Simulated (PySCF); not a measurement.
C₅H₄AlBF₂ (SMILES C#CC#CB[CH2][Al]([F])[F])

```xyz
13

C     4.0858   -1.2368   -0.6095
C     3.0224   -0.7671   -0.2878
C     1.8284   -0.2354    0.0708
C     0.7550    0.2416    0.3921
B    -0.5566    0.8398    0.7930
C    -1.5704    1.2757   -0.3029
Al   -2.4883   -0.4716   -0.5531
F    -1.6757   -1.8996   -0.6969
F    -4.1308   -0.6208   -0.6307
H     5.0081   -1.6503   -0.8884
H    -0.8180    0.9544    1.9334
H    -2.3359    1.9961   -0.0107
H    -1.1284    1.5742   -1.2559
```

Geometry: GFN2-xTB.

Theory: CAM-B3LYP/def2-SVPD, SCF density, gas phase (PySCF).

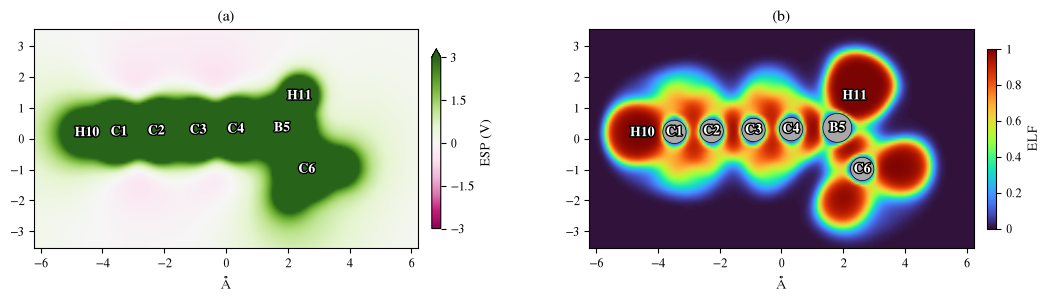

Figure 1. (a) electrostatic potential; (b) ELF on the plane of atoms C4, B5 and C6. Grey discs cover the atomic cores in the ELF map.

Interpret the plot.

Answer. The section cuts through C, B and H sites. C–C (1.21 Å): the ELF peaks at about 0.85 between the atoms; a multiple bond. C–B (1.50 Å): the ELF peaks at about 1 between the atoms; localised, covalent bonding. C–H (1.05 Å): the ELF climbs to about 1 towards the hydrogen, as it does in any bond to H: an ordinary covalent bond to hydrogen. C–C (1.36 Å): the ELF peaks at about 0.95 between the atoms: a covalent bond. C–B (1.56 Å): the ELF peaks at about 0.95 between the atoms: a shared electron pair. Outside the dense part of the molecule the potential is most negative (−0.5 V) near C3.

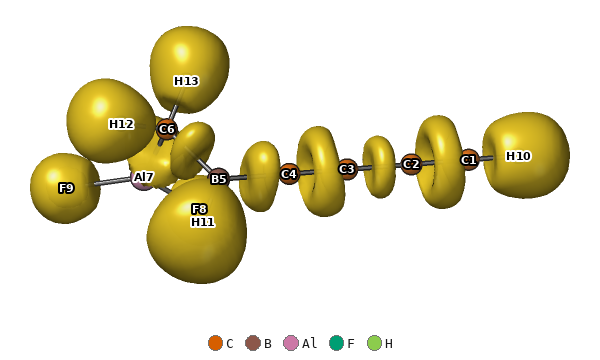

Figure 2. Isosurface of the ELF at 0.8 (yellow), seen from one side. Core shells and regions of very low density are left out.

Where are the electrons localised?

Answer. The surface consists of one region between bonded B–C atoms (shared pairs), three regions between bonded C–C atoms (shared pairs), four regions around hydrogen nuclei, one region on C in which the atom's valence shell and bonds are merged and two regions wrapped around F (the valence shell of each).

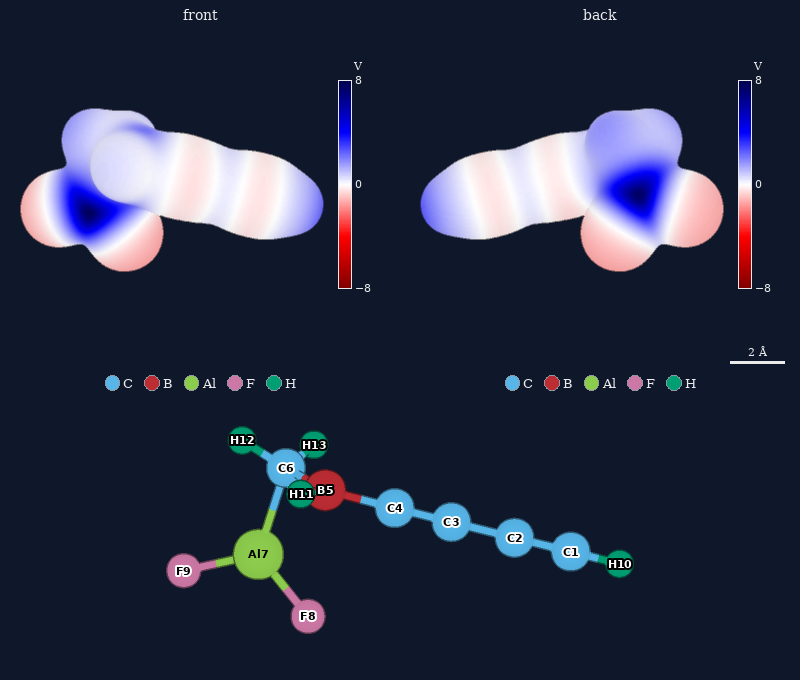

Figure 3. The electrostatic potential painted on the density surface at 0.004 e/bohr³, seen from the front and from behind; the colour scale runs from red (negative) to blue (positive). The bare structure is drawn below in the same view.

Where is the surface potential most negative and most positive?

Answer. The most negative region (about −1.3 V) lies over F8, the most positive (about +6.9 V) over Al7.

What dipole moment does the calculation give?

Answer. Its dipole moment is 2.27 D.
